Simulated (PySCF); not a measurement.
**C$_{5}$H$_{10}$Si$_{2}$ (SMILES [SiH3]CC1=CC=C[SiH2]1): density, localisation and related maps**

Input file:

```
{"job": {"kind": "uv", "xc": "CAM-B3LYP", "basis": "def2-SVPD", "nstates": 8, "ntriplets": 3}, "charge": 0, "multiplicity": 1}
Si     2.590988     0.145502     0.112178
C      1.163115    -0.147312    -1.123282
C     -0.145779    -0.147534    -0.428661
C     -0.768901    -1.249199     0.023202
C     -2.030086    -1.044468     0.711952
C     -2.450607     0.222395     0.832045
Si    -1.195074     1.365318     0.024083
H      2.599480    -0.923230     1.111974
H      2.407414     1.442231     0.765603
H      3.854385     0.136384    -0.630746
H      1.328347    -1.102983    -1.627409
H      1.186526     0.635538    -1.882909
H     -0.383734    -2.252401    -0.106923
H     -2.571675    -1.900432     1.092600
H     -3.372899     0.481642     1.324062
H     -0.524484     2.278893     0.951450
H     -1.694015     2.071685    -1.159131
```

Run with:

```sh
OMP_NUM_THREADS=1 python probes_run.py task.json out
```

Geometry: GFN2-xTB.

Computed with CAM-B3LYP/def2-SVPD, SCF density, gas phase (PySCF 2.14.0).

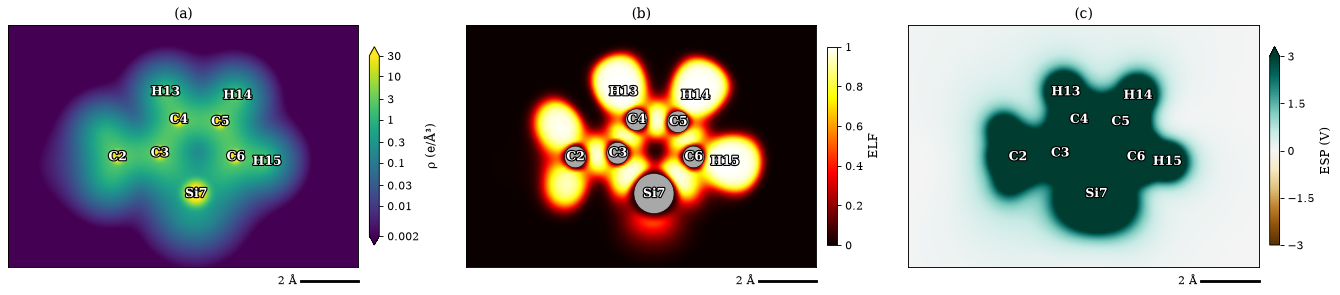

Figure 1. (a) electron density; (b) ELF; (c) molecular electrostatic potential on the plane of atoms C3, C4 and C5. Grey discs cover the atomic cores in the ELF map.

Q: What does the map show?

A: The section cuts through C, Si and H sites.
C–C (1.34 Å): ρ at the midpoint is about 2.3 e/Å³; the ELF peaks at about 0.95 between the atoms: a short, multiple covalent bond.
C–Si (1.88 Å): ρ is about 0.95 e/Å³ halfway; the ELF peaks at about 0.95 between the atoms, as expected for a covalent bond.
C–H (1.08 Å): the density is about 2 e/Å³ at the midpoint; the ELF climbs to about 1 towards the hydrogen, as it does in any bond to H (a covalent bond by its length).
C–C (1.45 Å): the density is about 1.9 e/Å³ at the midpoint; the ELF peaks at about 0.95 between the atoms; localised, covalent bonding.
The potential has no marked negative region in this plane.

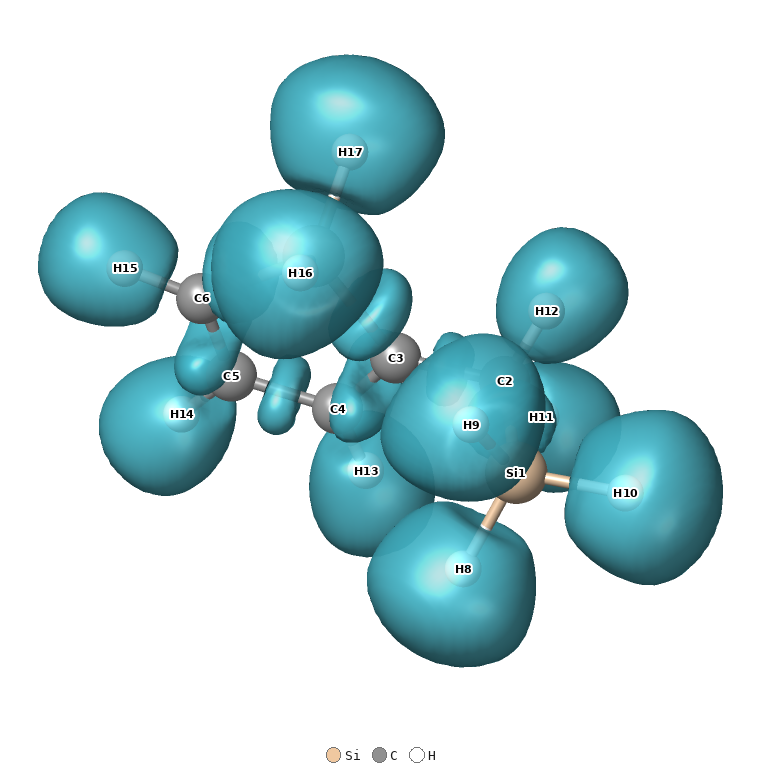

Figure 2. Isosurface of the ELF at 0.8 (cyan), seen at an oblique angle. Core shells and regions of very low density are left out.

Q: Describe the localisation domains.

A: The ELF exceeds this value in four regions between bonded C–C atoms (shared pairs), three regions between bonded C–Si atoms (shared pairs) and ten regions around hydrogen nuclei.

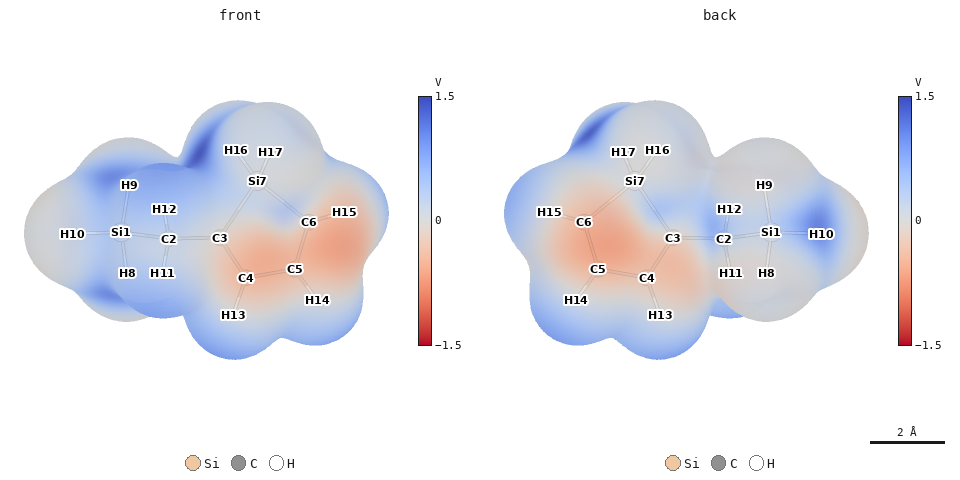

Figure 3. The molecular electrostatic potential painted on the density surface at 0.002 e/bohr³, seen from the front and from behind; the colour scale runs from red (negative) to blue (positive).

Q: Describe the electrostatic potential map.

A: The most negative region (about −0.7 V) lies over the π face of C5 and C6, the most positive (about +1.3 V) over Si7.

Q: How polar is the molecule by this calculation?

A: Its dipole moment is 0.46 D.
